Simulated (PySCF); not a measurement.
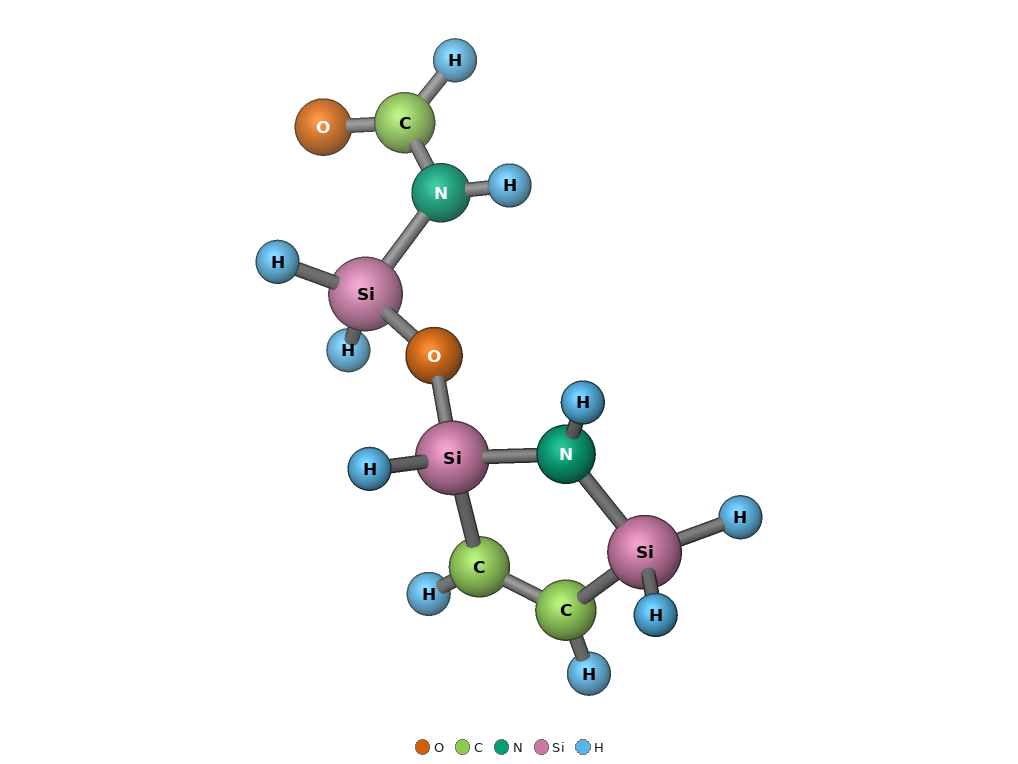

Computed geometry: GFN2-xTB optimisation. No frequency run is at hand to confirm it as a minimum. Level of theory: PBE0/pcSseg-1, gas phase (PySCF 2.14.0).

What does the calculation give?

The species is C₃H₁₀N₂O₂Si₃ (`O=CN[SiH2]O[Si@H]1C=C[SiH2]N1`).
- dipole moment: 3.70 D
- HOMO energy (Kohn–Sham orbital): −7.57 eV
- LUMO energy (Kohn–Sham orbital): −0.87 eV
- HOMO–LUMO gap: 6.69 eV

The geometry is semi-empirical. Around Si such bond lengths and angles can be off by a tenth of an ångström or more and by several degrees, and values that hang on the shape move with them.
